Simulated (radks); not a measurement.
Atomic calculation for Au

- system: the neutral gold atom in the configuration [Xe] 4f14 5d10 6s1.
- method: Dirac Kohn-Sham, AM05, spin-unpolarised, spherical densities, finite nucleus (the in-house radial solver radks)

Key numbers:

```tsv
quantity	value
outcome	converged
total energy	−19033.6712 hartree
kinetic energy	21846.2074 hartree
electron–nucleus energy	−47937.7498 hartree
Hartree energy	7413.0933 hartree
exchange–correlation energy	−355.222125 hartree
radius at density 0.001 e/bohr³	4.27 bohr
SCF iterations	15
hardware	1 CPU thread, shared host
```

Input file:
```
Z 79
configuration [Xe] 4f14 5d10 6s1 6p0 7s0 5f0 6d0
relativity Dirac
functional am05,am05
spin unpolarised
j_filling energy
nucleus finite rms 5.4371 fm
c 137.035999084
```

Energies in input and log are in hartree, lengths in bohr (the nuclear radius in fm).

Output:
```
1s1/2   1   2.0000       -2960.11863849
2s1/2   1   2.0000        -521.95701972
2p1/2   1   2.0000        -500.78137776
2p3/2   1   4.0000        -433.41284470
3s1/2   1   2.0000        -123.16791051
3p1/2   1   2.0000        -113.59730129
3p3/2   1   4.0000         -98.73385497
3d3/2   1   4.0000         -82.75016479
3d5/2   1   6.0000         -79.55251312
4s1/2   1   2.0000         -26.70326788
4p1/2   1   2.0000         -22.61650893
4p3/2   1   4.0000         -19.04446175
4d3/2   1   4.0000         -12.33495168
4d5/2   1   6.0000         -11.66942480
4f5/2   1   6.0000          -3.05561137
4f7/2   1   8.0000          -2.91540744
5s1/2   1   2.0000          -3.97238328
5p1/2   1   2.0000          -2.64302673
5p3/2   1   4.0000          -2.03295383
5d3/2   1   4.0000          -0.28826883
5d5/2   1   6.0000          -0.23175912
6s1/2   1   1.0000          -0.21166166
6p1/2   1   0.0000          -0.03947609
6p3/2   1   0.0000          -0.02118684
7s1/2   1   0.0000          -0.00254052
5f5/2   1   0.0000           0.00024470
5f7/2   1   0.0000           0.00024470
6d3/2   1   0.0000           0.00015200
6d5/2   1   0.0000           0.00015200
Etot -19033.67118627994
Ekin 21846.207407076647
Encl -47937.749757591075
Eh 7413.093289103683
Exc -355.222124869194
err 6.157292073115548e-09
it 15
```

Orbitals:

```tsv
orbital	occupation	energy (eV)	⟨r⟩ (bohr)	outer maximum (bohr)
1s	2	−80548.9	0.01688	0.0104
2s	2	−14203.2	0.07051	0.0604
2p1/2	2	−13627.0	0.05800	0.0445
2p3/2	4	−11793.8	0.06655	0.0519
3s	2	−3351.6	0.1834	0.170
3p1/2	2	−3091.1	0.1737	0.159
3p3/2	4	−2686.7	0.1894	0.174
3d3/2	4	−2251.7	0.1649	0.135
3d5/2	6	−2164.7	0.1696	0.139
4s	2	−726.633	0.4072	0.383
4p1/2	2	−615.427	0.4095	0.381
4p3/2	4	−518.226	0.4437	0.412
4d3/2	4	−335.651	0.4521	0.405
4d5/2	6	−317.541	0.4633	0.415
5s	2	−108.094	0.9276	0.849
4f5/2	6	−83.147	0.4953	0.373
4f7/2	8	−79.332	0.5023	0.377
5p1/2	2	−71.920	1.003	0.897
5p3/2	4	−55.319	1.104	0.977
5d3/2	4	−7.844	1.569	1.19
5d5/2	6	−6.306	1.655	1.24
6s	1	−5.760	2.848	2.31
6p1/2	0	−1.074	4.474	3.17
```

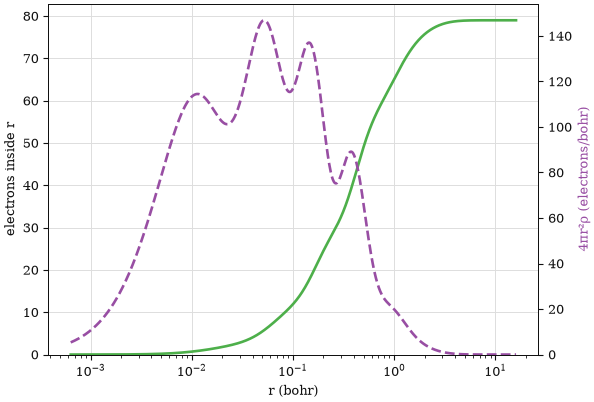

Fig. 1: The number of electrons inside radius r (solid) and the radial density 4πr²ρ (dashed). The count levels off at 79 electrons. Half of them lie within 0.380 bohr, 90 % within 1.38 bohr and 99 % within 3.11 bohr. The radial density has minima at 0.0224, 0.0929 and 0.265 bohr, where the count stands at 2.0, 11.1 and 30.0; these part the shells that the density resolves.

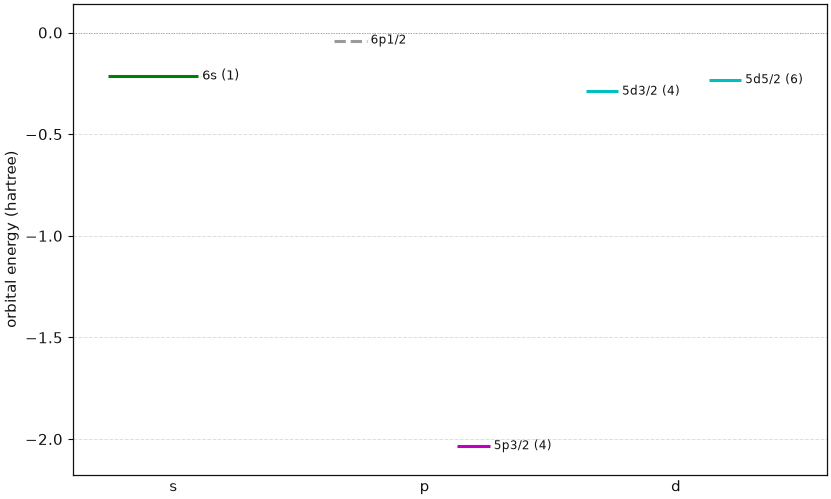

Fig. 2: The outer levels are drawn by angular momentum (occupations in brackets, the lower j at the left of each column, empty levels dashed). The highest occupied level is 6s at −0.212 hartree. From the top down the occupied levels run 6s (−0.212 hartree), 5d5/2 (−0.232 hartree), 5d3/2 (−0.288 hartree), 5p3/2 (−2.03 hartree). The lowest empty level drawn is 6p1/2 at −0.0395 hartree. Spin-orbit splittings: 5d 0.0565 hartree. The measured ionisation energy (NIST) is 9.23 eV; minus the highest level, 5.76 eV, lies 38 % below it, as is usual for a semilocal functional, whose potential decays too fast.
